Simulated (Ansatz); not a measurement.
The starting structures come from a database of crystals and need not be the phases stable at ambient conditions.

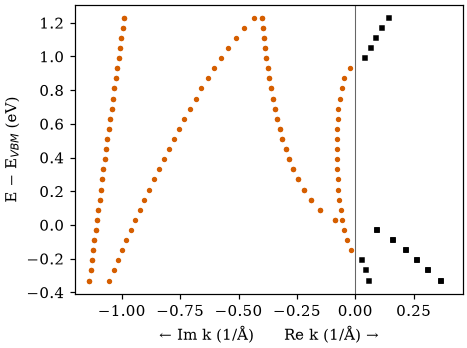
Figure. Complex bands at the centre of the two-dimensional zone; r2SCAN (Ansatz, a program for electronic structure)

The gap is the functional's own. No spin-orbit coupling. Mid-gap values are interpolated on the energy grid.

Q: This is InGaP2 (R3m, not sure to be the ambient phase, 4 atoms a cell, 23.6 Å³ an atom, -2 GPa at this level) along the normal of (001). Read off the slowest decay at the centre of the two-dimensional zone at 0.45 eV, the computed energy nearest the middle of the gap.

A: κ ≈ 0.08 1/Å, a decay length 1/(2κ) of the density of 6.3 Å.
